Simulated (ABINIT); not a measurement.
# Excitons of Selenium (P3_121, 3 atoms a cell): kernels and approximations

How far does the k mesh set the exciton binding of Selenium (P3_121, 3 atoms a cell)?

Calculated with ABINIT 10.8.3; PBE and many-body steps on it, plane waves.

**1. Starting point**

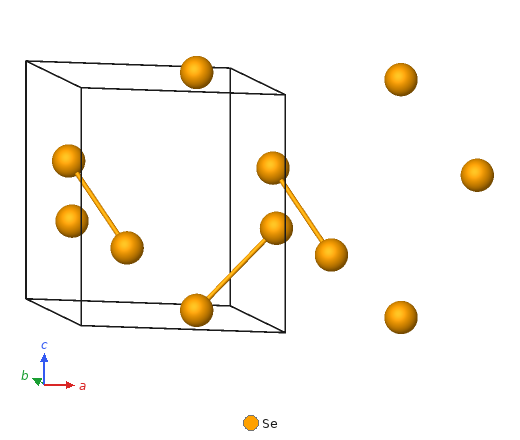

The cell as given, slightly off an axis (selenium orange). 2×1×1 cells are drawn. Bonds to atoms that aren't drawn are left out. Some periodic images of atoms are drawn too.

The cell and positions come from the Crystallography Open Database and are kept as given unless a step says otherwise.

**2. Empty states on the mesh, 3×3×2 mesh, 119 bands**

This step: ABINIT 10.8.3; DFT, PBE, plane waves, norm-conserving pseudopotentials.

The sums over transitions need many empty states on a uniform mesh; this step solves for them.

Contents of run.abi:

```
acell 3*1.0 Angstrom
rprim 
  4.366199999998 0.000000000000 0.000000000000
  -2.183099999999 3.781240118002 0.000000000000
  0.000000000000 0.000000000000 4.953600000000
ntypat 1
znucl 34
natom 3
typat 1 1 1
xred 
  0.225400000000 0.000000000000 0.333333333333
  0.000000000000 0.225400000000 0.666666666667
  0.774600000000 0.774600000000 -0.000000000000
pp_dirpath "pseudos"
pseudos "Se.upf"
ecut 48
ngkpt 3 3 2
nshiftk 1
shiftk 0 0 0
kptopt 1
chksymbreak 0
iscf -2
irdden 1
istwfk *1
nband 119
nbdbuf 10
tolwfr 1e-09
nstep 60
prtvol 0
indata_prefix "in"
outdata_prefix "out"
tmpdata_prefix "tmp"
```

On the command line:

```console
OMP_NUM_THREADS=1 mpirun -n 4 abinit run.abi > log
```

Numbers of over 12 decimals in the logs are rounded to 6 here.

Output:

```text
.Version 10.8.3 of ABINIT. v10.8.2 released Aug 2026.

 Symmetries : space group P3_1 2 1 (#152); Bravais hP (primitive hexag.)
[... echo of the input left out ...]
== DATASET  1 ==================================================================
-   mpi_nproc: 4, omp_nthreads: 1 (-1 if OMP is not activated)

--- !DatasetInfo
iteration_state: {dtset: 1, }
dimensions: {natom: 3, nkpt: 6, mband: 119, nsppol: 1, nspinor: 1, nspden: 1, mpw: 8799, }
cutoff_energies: {ecut:  48.0, pawecutdg:  -1.0, }
[...]
1.66093    1.66093    1.71069    1.74356    1.79833    1.79833    1.80940    1.80940
   1.83407    1.83706    1.84668    1.84668    1.84903    1.88818    1.88819    1.88974
   2.05291    2.05293    2.10790    2.10823    2.11907    2.14223    2.14606
 prteigrs : prtvol=0 or 1, do not print more k-points.

== END DATASET(S) ==============================================================
================================================================================

 -outvars: echo values of variables after computation  --------
            nband         119
             nkpt           6
          spgroup         152
 [... the other variables as echoed above ...]

 Calculation completed.
```

Elapsed: 47 s, on 4 MPI ranks of Arm Neoverse V2, shared host; peak memory 0.42 GiB; 3.1 min of CPU time.

Numbers from this step:

```yaml
gap: 1.261 eV
k_of_the_valence_top: 0.3333, 0.3333, 0.5
k_of_the_conduction_bottom: 0.3333, 0.3333, 0.5
least_direct_gap: 1.261 eV
k_points_computed: 6
lowest_point_of_the_top_converged_band_above_the_valence_top: 45.70 eV
```

On this mesh the gap is 1.261 eV.

The density comes from a self-consistent run that is not shown.

**3. Screening, 3×3×2 mesh, 109 bands, screening to 119.7 eV**

The RPA dielectric matrix is built and inverted for each q.

This step: RPA screening on PBE, plane waves, norm-conserving pseudopotentials.

Changes to run.abi since step 2:

```diff
@@ -21,10 +21,11 @@
 chksymbreak 0
-iscf -2
-irdden 1
 istwfk *1
-nband 119
-nbdbuf 10
-tolwfr 1e-09
-nstep 60
-prtvol 0
+occopt 1
+irdwfk 1
+optdriver 3
+nband 109
+ecuteps 4.4
+inclvkb 2
+awtr 1
+symchi 1
 indata_prefix "in"
```

Output:

```text
.Version 10.8.3 of ABINIT. v10.8.2 released Aug 2026.

 Symmetries : space group P3_1 2 1 (#152); Bravais hP (primitive hexag.)
[... echo of the input left out ...]
== DATASET  1 ==================================================================
-   mpi_nproc: 4, omp_nthreads: 1 (-1 if OMP is not activated)

--- !DatasetInfo
iteration_state: {dtset: 1, }
dimensions: {natom: 3, nkpt: 6, mband: 109, nsppol: 1, nspinor: 1, nspden: 1, mpw: 8799, }
cutoff_energies: {ecut:  48.0, pawecutdg:  -1.0, }
[...]
--------------------------------------------------------------------------------
[... chi0 elements left out ...]
 For q-point:  0.000010 0.000020 0.000030
  dielectric constant =  15.7077
  dielectric constant without local fields =  17.8696

  Average fulfillment of the sum rule on Im[epsilon] for q-point    1 :     26.02  [%]
[... wings left out ...]
  q-point number  2        q = ( 0.333333, 0.000000, 0.000000) [r.l.u.]
--------------------------------------------------------------------------------
[... chi0 elements left out ...]
  Average fulfillment of the sum rule on Im[epsilon] for q-point    2 :     28.69  [%]

 [... 4 further q-points ...]
```

The job ended after 46 s (4 MPI ranks; peak memory 1.7 GiB; 3.1 min of CPU time).

Numbers from this step:

| Quantity | Value |
| --- | --- |
| ε∞ with local fields, on this mesh, along the program's q direction | 15.71 |
| the same without local fields | 17.87 |
| plasma frequency | 34.84 eV |
| plane waves in the screening matrix | 237 |

Local fields lower ε∞ by 12 %. On a Γ-centred mesh this coarse the value itself is usually too large, while a short band sum pulls it down.

**4. Self-energy, 3×3×2 mesh, 109 bands, screening to 119.7 eV**

The self-energy is evaluated for the states that the input lists, and the levels follow from it, in one-shot runs by the linearised quasiparticle equation.

This step: G0W0 on PBE, plane waves, norm-conserving pseudopotentials.

Changes to run.abi since step 3:

```diff
@@ -24,8 +24,17 @@
 irdwfk 1
-optdriver 3
+optdriver 4
 nband 109
+gwcalctyp 0
+ecutsigx 48
+symsigma 1
+nkptgw 2
+kptgw 
+  0.3333333333 0.3333333333 0.5000000000
+  0.0000000000 0.0000000000 0.0000000000
+bdgw 
+  35 39
+  34 38
 ecuteps 4.4
-inclvkb 2
-awtr 1
-symchi 1
+irdscr 1
+ppmodel 1
 indata_prefix "in"
```

Output:

```text
.Version 10.8.3 of ABINIT. v10.8.2 released Aug 2026.

 Symmetries : space group P3_1 2 1 (#152); Bravais hP (primitive hexag.)
[... echo of the input left out ...]
== DATASET  1 ==================================================================
-   mpi_nproc: 4, omp_nthreads: 1 (-1 if OMP is not activated)

--- !DatasetInfo
iteration_state: {dtset: 1, }
dimensions: {natom: 3, nkpt: 6, mband: 109, nsppol: 1, nspinor: 1, nspden: 1, mpw: 8799, }
cutoff_energies: {ecut:  48.0, pawecutdg:  -1.0, }
[...]
Band     E0 <VxcDFT>   SigX SigC(E0)      Z dSigC/dE  Sig(E)    E-E0       E
[...]
37   6.177 -14.122  -9.739  -3.495   0.785  -0.274 -13.425   0.697   6.875
       38   6.177 -14.122  -9.739  -3.495   0.785  -0.274 -13.425   0.697   6.875

== END DATASET(S) ==============================================================
================================================================================

 -outvars: echo values of variables after computation  --------
           etotal      0.0000000000E+00
            nband         109
             nkpt           6
          spgroup         152
 [... the other variables as echoed above ...]

 Calculation completed.
```

The job ended after 8 s (4 MPI ranks; peak memory 1.1 GiB; 32 s of CPU time).

This step gave:

```
G0W0 gap on the points computed              : 1.911 eV
starting gap on the mesh                     : 1.261 eV
k of the valence top                         : 0.3333, 0.3333, 0.5
k of the conduction bottom                   : 0.3333, 0.3333, 0.5
least direct G0W0 gap on the computed points : 1.911 eV
```

The gap on the mesh goes from 1.26 eV to 1.91 eV, a correction of +0.65 eV.

The gap opens by 0.650 eV; the next steps shift the empty bands rigidly by 0.650 eV.

**5. Excitons**

Optical absorption needs the electron-hole interaction, solved here in a basis of vertical transitions on the mesh.

This step: Bethe-Salpeter equation on PBE with a scissors shift, plane waves, norm-conserving pseudopotentials.

Changes to run.abi since step 4:

```diff
@@ -24,17 +24,17 @@
 irdwfk 1
-optdriver 4
-nband 109
-gwcalctyp 0
-ecutsigx 48
-symsigma 1
-nkptgw 2
-kptgw 
-  0.3333333333 0.3333333333 0.5000000000
-  0.0000000000 0.0000000000 0.0000000000
-bdgw 
-  35 39
-  34 38
-ecuteps 4.4
+optdriver 99
+bs_calctype 1
+mbpt_sciss 0.650 eV
+bs_loband 31
+nband 40
+bs_exchange_term 1
+bs_coulomb_term 11
+bs_coupling 0
+bs_algorithm 1
+bs_freq_mesh 0 8 0.05 eV
+zcut 0.15 eV
+ecuteps 4
+ecutwfn 24
+inclvkb 2
 irdscr 1
-ppmodel 1
 indata_prefix "in"
```

Output:

```text
.Version 10.8.3 of ABINIT. v10.8.2 released Aug 2026.

 Symmetries : space group P3_1 2 1 (#152); Bravais hP (primitive hexag.)
[... echo of the input left out ...]
== DATASET  1 ==================================================================
-   mpi_nproc: 4, omp_nthreads: 1 (-1 if OMP is not activated)

--- !DatasetInfo
iteration_state: {dtset: 1, }
dimensions: {natom: 3, nkpt: 6, mband: 40, nsppol: 1, nspinor: 1, nspden: 1, mpw: 3126, }
cutoff_energies: {ecut:  24.0, pawecutdg:  -1.0, }
electrons: {nelect:   7.20000000E+01, charge:   0.00000000E+00, occopt:   1.00000000E+00, tsmear:   1.00000000E-02, }

 Exciton: Calculation of dielectric properties by solving the Bethe-Salpeter equation
 in frequency domain and reciprocal space on a transitions basis set.
 Based on a program developed by L. Reining, V. Olevano, F. Sottile,
 S. Albrecht, and G. Onida. Incorporated in ABINIT by M. Giantomassi.

.Using double precision arithmetic ; gwpc =  8

[... cell and pseudopotentials left out ...]
--------------------------------------------------------------------------------

 ==== K-mesh for the wavefunctions ====
 Number of points in the irreducible wedge :     6
[... list of points left out ...]
 Together with  6 symmetry operations and time-reversal symmetry
 yields    18 points in the full Brillouin Zone.

 ==== Q-mesh for the screening function ====
 Number of points in the irreducible wedge :     6
[... list of points left out ...]
 Together with  6 symmetry operations and time-reversal symmetry
 yields    18 points in the full Brillouin Zone.

 vcoul_init : cutoff-mode = AUXILIARY_FUNCTION
 q-points for optical limit:   1
     1)      0.000010    0.000020    0.000030
 setmesh: FFT mesh size selected  =    24x   24x   30
          total number of points  =        17280

 ==== Fundamental parameters for the solution of the Bethe-Salpeter equation: ====
 Algorithm: Direct diagonalization.
 Dimension of the v, W matrices,  npweps  = 225
 Cutoff for the wavefunctions,    npwwfn  = 3063
 Number of k-points in the IBZ,   nkibz   = 6
 Highest empty band included,     nband   = 40
 === Spin UP ===
 Number of resonant transitions          432
 Lowest occupied state                   31
 Highest occupied state                  36
 Lowest unoccupied state                 37
 Highest unoccupied state                40
 Minimum frequency [eV]           Emin    =   0.00
 Maximum frequency [eV]           Emax    =   8.00
 Frequency step [eV]              dE      =   0.05
 Lorentzian broadening [eV]       eta     =   0.15
 RPA L0 with KS energies and KS wavefunctions
 Scissors operator energy [eV] =          0.65
 Local fields effects (v term) included
 Excitonic effects (W term) included
 Full W_GG' included
 W is read from an external SCR file
 Resonant-only calculation (Hermitian case)

 Calculating epsilon_Macro(q-->0,w), along the following directions:
 q = (  1.137243  0.000000  0.000000) [r.l.u.]
 q = (  0.000000  1.137243  0.000000) [r.l.u.]
 q = (  0.000000  0.000000  1.489841) [r.l.u.]
 q = (  1.313175 -0.656588  0.000000) [r.l.u.]
 q = (  0.000000  1.137243  0.000000) [r.l.u.]
 q = (  0.000000  0.000000  1.489841) [r.l.u.]
 Number of electrons calculated from density =   71.3297; Expected =   72.0000
 average of density, n =  0.129245
 r_s =    1.2270
 omega_plasma =   34.6787 [eV]

. Writing resonant excitonic Hamiltonian on file out_BSR; file size=   0.00 [Gb].
 Direct diagonalization of the resonant excitonic Hamiltonian, Matrix size= 432
. Using LAPACK sequential version.
 Excitonic eigenvalues in eV up to n=   32
   1.72348   1.72503   1.73895   1.73969   2.44012   2.50700   2.74161   2.75423
   2.75853   2.76726   2.77621   2.79012   2.79919   2.80429   2.80765   2.81955
   2.87295   3.02503   3.20641   3.21319   3.21726   3.21974   3.26850   3.26872
   3.29404   3.29793   3.30215   3.32135   3.33295   3.34788   3.34954   3.35157

 First excitonic eigenvalue=    1.72 [eV]
 Last  excitonic eigenvalue=   12.92 [eV]

 GW  direct gap       1.91  0.00 [eV]
 EXC direct gap       1.72  0.00 [eV]
 EXC binding energy   0.19  0.00 [eV]

 Excitonic eigenvalues up to the GW energy gap [eV]
  1 (  1.72  0.00)
  2 (  1.73  0.00)
  3 (  1.74  0.00)
  4 (  1.74  0.00)

 Macroscopic dielectric function:
 omega [eV] <KS_RPA_nlf>  <GW_RPA_nlf>  <BSE>
   0.0000  16.9442   0.0000  13.3164   0.0000  14.0400   0.0000
   0.0500  16.9552   0.0690  13.3204   0.0244  14.0453   0.0324
   0.1000  16.9883   0.1391  13.3324   0.0489  14.0611   0.0650
   0.1500  17.0439   0.2111  13.3525   0.0738  14.0877   0.0981
   0.2000  17.1228   0.2864  13.3807   0.0991  14.1251   0.1319
   0.2500  17.2261   0.3660  13.4173   0.1249  14.1737   0.1668
   0.3000  17.3553   0.4516  13.4625   0.1516  14.2338   0.2030
   0.3500  17.5121   0.5449  13.5166   0.1793  14.3059   0.2408
   0.4000  17.6991   0.6480  13.5798   0.2081  14.3905   0.2806
   0.4500  17.9192   0.7636  13.6526   0.2383  14.4883   0.3229

 Writing KS-RPA macroscopic dielectric function without local fields to file: out_RPA_NLF_MDF
 Writing GW-RPA macroscopic dielectric function without local fields to file: out_GW_NLF_MDF
 Writing EXC Macroscopic dielectric function to file: out_EXC_MDF

== END DATASET(S) ==============================================================
================================================================================

 -outvars: echo values of variables after computation  --------
           etotal      0.0000000000E+00
            nband          40
             nkpt           6
          spgroup         152
 [... the other variables as echoed above ...]

 Calculation completed.
```

It took 7.7 s on 4 MPI ranks; peak memory 0.55 GiB.

This step gave:

```yaml
direct_gap_of_the_transition_levels: 1.911 eV
transitions_in_the_window: 432
first_strong_exciton_over_a_fiftieth_of_the_strongest_listed: 1.723 eV
lowest_state: 1.723 eV
binding_of_the_lowest_state_below_the_direct_gap: 0.1875 eV
coulomb_term_of_one_mesh_cell: 0.2289 eV
```

The binding is 0.82 times the screened Coulomb term of one mesh cell (0.23 eV), so it is not shown settled.

The lowest state lies at 1.723 eV, 0.188 eV under the direct gap.

Lines within 3 meV are set at the lowest of them, and the highest group, which the list may cut short, is left out; lines within 3 meV are set at the lowest of them, and the highest group, which the list may cut short, is left out. Lines of the exciton spectrum (strongest = 100):

```
position (eV)  lines merged  oscillator strength, relative
        1.724             2                            100
        1.739             2                            3.6
        2.440             1                             77
        2.507             1                            5.6
        2.742             1                            6.5
        2.754             1                            1.6
        2.759             1                            0.5
        2.767             1                            6.0
        2.776             1                            2.7
        2.790             1                            0.3
        2.799             1                            1.4
        2.804             1                            3.0
```

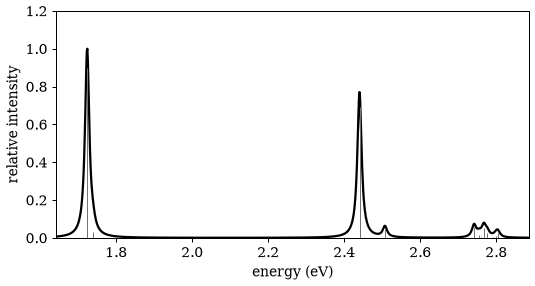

The exciton spectrum, broadened with Lorentzians of width 0.014 eV; bars mark the lines.

The ε₂ has structure finer than the step of the table below, so its rows give means over 0.5 eV, whole bins alone (the curve runs from 0 to 7.95 eV). Peaks (eV: height): BSE 1.75: 23.3, 2.45: 21.0, 3.35: 30.1; no electron-hole interaction 1.90: 23.5, 2.70: 17.9, 3.60: 30.3, 6.40: 7.16; Kohn-Sham, no shift 1.25: 23.4, 2.05: 17.8, 2.95: 30.3, 5.75: 7.15.

Mean over the three Cartesian directions of q; broadening 0.15 eV; transition window only. Limits: finite bands, cutoff and mesh; no spin-orbit coupling; coarse k mesh; exciton not shown settled in the k mesh. ε₂ against photon energy; means over each step:

```
photon energy (eV)    BSE  no electron-hole interaction  Kohn-Sham, no shift
               0.5  0.384                         0.279                0.992
               1.0   1.32                         0.832                 8.72
               1.5   10.5                          4.07                 11.1
               2.0   10.8                          14.7                 12.7
               2.5   15.2                          10.6                 11.0
               3.0   12.8                          11.0                 24.7
               3.5   21.8                          22.8                 13.7
               4.0   10.7                          15.5                 8.24
               4.5   6.59                          10.0                 5.86
               5.0   4.49                          6.66                 2.89
               5.5   1.98                          3.58                 4.20
               6.0   3.24                          3.12                 6.21
               6.5   4.20                          6.69                 5.42
               7.0   3.99                          5.16                 4.09
               7.5   2.73                          4.78                 3.45
```

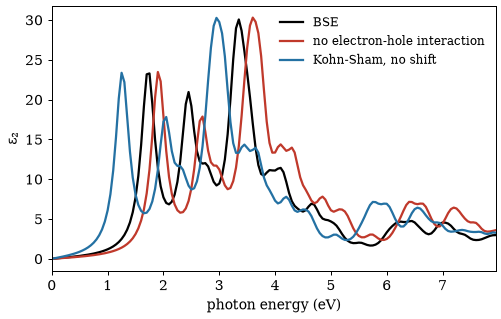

ε₂, plotted against photon energy.

[end of part 1 of 3]

[Paths, hosts, dates, memory and timing lines, banners, echoed tables and standing remarks are left out of the program output.]

[Logs are printed without paths, hosts, clocks, repeated set-up lines and the standing remarks that a program may print on its own settings, such as how far it seeks lower states.]

[Runs of the session that timed out or met a known fault of the program may be left out.]

[Hosts, paths, dates, database ids (printed as entryN), source tags and the programs' standing remarks are cut or masked in the printed files.]

[G0W0 gaps are taken among the corrected bands and points alone; a level outside them can change the order at an edge.]

[Where Ansatz stands beside ABINIT at settings called matched, ABINIT's density can come from a denser mesh and the files from another edition; pairs whose starting gaps differed by over 0.03 eV were left out, so agreement reads better than it is.]
